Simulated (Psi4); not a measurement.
# BHLYP/def2-TZVP run of [BPH5]− (SMILES [BH3-]P)

Aim: the vertical singlet–triplet gap of [BPH5]− at BHLYP/def2-TZVP, from 2 runs. 

Program for the calculation: Psi4 1.11.

2 further runs of the same task are left out: 2 set aside as unsound or not needed.

### Step 1. The molecule

[BPH5]−: 7 atoms, total charge -1, spin state singlet. As SMILES, `[BH3-]P`. Geometry: relaxed at GFN2-xTB.

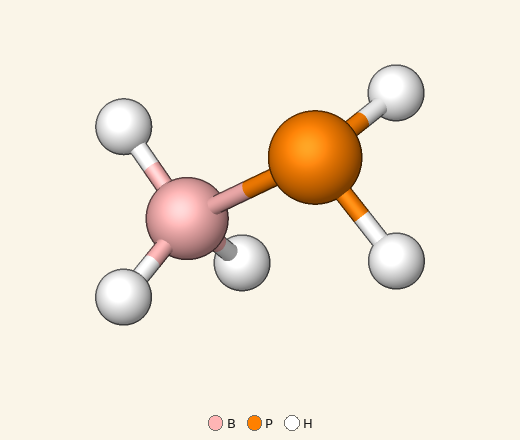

Viewed from a chosen angle; boron pink, phosphorus orange, hydrogen white.

### Step 2. Energy and gradient at BHLYP/def2-TZVP

The input, job.inp:

```
memory 1600 mb

molecule {
  -1 1
  B     -0.506120    -0.519900    -0.363840
  P      0.697480     0.300190     0.995330
  H     -1.584360    -0.644230     0.174420
  H     -0.027360    -1.601150    -0.627340
  H     -0.557520     0.205550    -1.330350
  H      0.219110     1.599520     0.971100
  H      1.758760     0.660030     0.180690
  symmetry c1
}

set puream true
set e_convergence 1e-09
set d_convergence 1e-08
set scf_type pk
set dft_radial_points 99
set dft_spherical_points 590

result, w = gradient('bhhlyp/def2-TZVP', return_wfn=True)
oeprop(w, 'QUADRUPOLE', 'MAYER_INDICES', 'LOWDIN_CHARGES')
print_variables()
```

Started as:

```
$ psi4 -i job.inp -o job.out -n 1
```

job.out:

```text
[...]
  Running in c1 symmetry.
[...]
  Nuclear repulsion =   51.156154058888333
[...]
  Multiplicity = 1
[...]
  Nalpha       = 13
  Nbeta        = 13
[...]
    Number of basis functions: 98
[...]
   @RKS iter   1:  -368.99915069328569   -3.92167e-01   6.17630e-03 DIIS/ADIIS
[...]
   @RKS iter  10:  -369.22590244378978   -3.04681e-11   8.17621e-09 DIIS
[...]
    Orbital Energies [Eh]
    ---------------------
    Doubly Occupied:
       1A    -77.927845     2A     -6.801764     3A     -6.672470
       4A     -4.734228     5A     -4.732684     6A     -4.729953
       7A     -0.514924     8A     -0.349936     9A     -0.242259
      10A     -0.184258    11A     -0.149929    12A     -0.132385
      13A     -0.072768
[...]
  @RKS Final Energy:  -369.22590244378978
   => Energetics <=
    Nuclear Repulsion Energy =             51.1561540588883332
    One-Electron Energy =                -615.4370802057852643
    Two-Electron Energy =                 210.1952114152853142
    DFT Exchange-Correlation Energy =     -15.1401877121781414
    Empirical Dispersion Energy =           0.0000000000000000
    VV10 Nonlocal Energy =                  0.0000000000000000
    Total Energy =                       -369.2259024437897779
[...]
  -Total Gradient:
     Atom            X                  Y                   Z
    ------   -----------------  -----------------  -----------------
       1       -0.002082455227    -0.001089063670    -0.002378926832
       2        0.004176812975     0.012171342722    -0.006172831694
       3        0.003281424213     0.001019481901    -0.000031237296
       4        0.000070442876     0.003060469245     0.001673462343
       5        0.002038002610     0.000341366071     0.003489234106
       6        0.005960336275    -0.013837146450    -0.003324100324
       7       -0.013444410484    -0.001666425280     0.006744633769
[...]
 Multipole Moments:
 ------------------------------------------------------------------------------------
     Multipole            Electronic (a.u.)      Nuclear  (a.u.)        Total (a.u.)
 ------------------------------------------------------------------------------------
 L = 1.  Multiply by 2.5417464519 to convert [e a0] to [Debye]
 Dipole X            :          2.0629840           -1.2861947            0.7767894
 Dipole Y            :          0.4753496            0.1984694            0.6738191
 Dipole Z            :          3.4331573           -2.7277199            0.7054374
 Magnitude           :                                                    1.2470268
 L = 2.  Multiply by 1.3450342976 to convert [e a0^2] to [Debye ang]
 Quadrupole XX       :        -67.5772929           43.4350964          -24.1421965
 Quadrupole XY       :        -24.3373008           22.3453386           -1.9919622
[...]
```

Wall time 21 s (1 thread of Intel Xeon Platinum 8488C (Sapphire Rapids), shared host); peak memory 0.75 GiB.

### Step 3. The triplet at the same level

The input, job.py:

```python
import psi4

psi4.set_memory(1600000000)
psi4.set_num_threads(1)
psi4.core.set_output_file('psi4.out', False)

geom = psi4.geometry("""
-1 3
B     -0.506120    -0.519900    -0.363840
P      0.697480     0.300190     0.995330
H     -1.584360    -0.644230     0.174420
H     -0.027360    -1.601150    -0.627340
H     -0.557520     0.205550    -1.330350
H      0.219110     1.599520     0.971100
H      1.758760     0.660030     0.180690
symmetry c1
no_reorient
no_com
""")

psi4.set_options({
    'reference': 'uks',
    'puream': True,
    'e_convergence': 1e-09,
    'd_convergence': 1e-08,
    'scf_type': 'pk',
    'dft_radial_points': 99,
    'dft_spherical_points': 590,
    'maxiter': 200,
})

E, wfn = psi4.gradient("bhhlyp/def2-TZVP", return_wfn=True)
psi4.oeprop(wfn, "MAYER_INDICES", "LOWDIN_CHARGES", "MULLIKEN_CHARGES", title="BHHLYP")
print('gradient / Eh bohr^-1')
print(E.np.round(6))
print(f'energy = {wfn.energy():.10f} Eh')
```

Started as:

```
$ python job.py
```

psi4.out:

```text
[...]
  Running in c1 symmetry.
[...]
  Nuclear repulsion =   51.156154058888333
[...]
  Multiplicity = 3
[...]
  Nalpha       = 14
  Nbeta        = 12
[...]
    Number of basis functions: 98
[...]
   @UKS iter   1:  -368.68928327537446   -8.22993e-02   6.94689e-03 ADIIS/DIIS
[...]
   @UKS iter  24:  -369.03202308959521   -4.88853e-12   6.02216e-09 DIIS
[...]
   @S^2 Observed:                2.007322766E+00
[...]
  @UKS Final Energy:  -369.03202308959521
   => Energetics <=
    Nuclear Repulsion Energy =             51.1561540588883332
    One-Electron Energy =                -614.0381142437283870
    Two-Electron Energy =                 208.9469320887222921
    DFT Exchange-Correlation Energy =     -15.0969949934774608
    Empirical Dispersion Energy =           0.0000000000000000
    VV10 Nonlocal Energy =                  0.0000000000000000
    Total Energy =                       -369.0320230895952136
[...]
 Multipole Moments:
 ------------------------------------------------------------------------------------
     Multipole            Electronic (a.u.)      Nuclear  (a.u.)        Total (a.u.)
 ------------------------------------------------------------------------------------
 L = 1.  Multiply by 2.5417464519 to convert [e a0] to [Debye]
 Dipole X            :        -14.5442523           14.6269148            0.0826625
 Dipole Y            :         -3.8222721            4.0120208            0.1897488
 Dipole Z            :        -23.6389068           23.5824025           -0.0565043
 Magnitude           :                                                    0.2145470
[...]
  -Total Gradient:
     Atom            X                  Y                   Z
    ------   -----------------  -----------------  -----------------
       1        0.018768013235     0.033479576654    -0.003143719782
       2        0.013755771260     0.015784476064     0.007296243676
       3       -0.003836068326    -0.000941628691     0.001982430761
       4        0.001383708718    -0.004074401233    -0.000673993427
       5       -0.011221793127    -0.012322154634    -0.007120678530
       6        0.020608158190    -0.034327740117    -0.014737702957
       7       -0.039457589397     0.002401985716     0.016397645304
[...]
  Mulliken Charges: (a.u.)
   Center  Symbol    Alpha    Beta     Spin     Total
       1     B     3.27599  2.52839  0.74760 -0.80438
       2     P     7.68364  6.96651  0.71712  0.34985
       3     H     0.48207  0.54660 -0.06453 -0.02867
       4     H     0.48209  0.54671 -0.06462 -0.02880
       5     H     0.51325  0.48653  0.02672  0.00022
       6     H     0.77950  0.46296  0.31655 -0.24246
       7     H     0.78346  0.46230  0.32116 -0.24576
   Total alpha = 14.00000, Total beta = 12.00000, Total charge = -1.00000
  Lowdin Charges: (a.u.)
[...]
```

On the terminal:

```text
gradient / Eh bohr^-1
[[ 0.018768  0.03348  -0.003144]
 [ 0.013756  0.015784  0.007296]
 [-0.003836 -0.000942  0.001982]
 [ 0.001384 -0.004074 -0.000674]
 [-0.011222 -0.012322 -0.007121]
 [ 0.020608 -0.034328 -0.014738]
 [-0.039458  0.002402  0.016398]]
energy = -369.0320230896 Eh
```

It took 49 s on 1 thread of Intel Xeon Platinum 8488C (Sapphire Rapids), shared host; peak memory 0.75 GiB.

### Step 4. Summary of results

Level: BHLYP/def2-TZVP.

```
                                                      quantity          value
                                         singlet: total energy  -369.22590 Eh
                                          singlet: HOMO energy       -1.98 eV
                                          singlet: LUMO energy        6.54 eV
singlet: HOMO–LUMO gap (to an unbound level, set by the basis)        8.53 eV
                             singlet: largest force on an atom     0.793 eV/Å
                                         triplet: total energy  -369.03202 Eh
                   triplet: HOMO energy (highest over α and β)        3.24 eV
                                                 triplet: ⟨S²⟩          2.007
                             triplet: largest force on an atom     2.201 eV/Å
              vertical energy of the triplet above the singlet       5.276 eV
```

In words: At this shape the triplet lies 5.28 eV (509 kJ/mol) above the singlet. For an anion a state so high probably lies above electron detachment. The largest force (singlet) is 0.79 eV/Å: the shape isn't a stationary point for this species at this level. Mulliken charges (triplet) run from -0.80 on B1 to +0.35 on P2. The HOMO (triplet) lies at positive energy, 3.24 eV; only total energies tell whether the electron is bound.
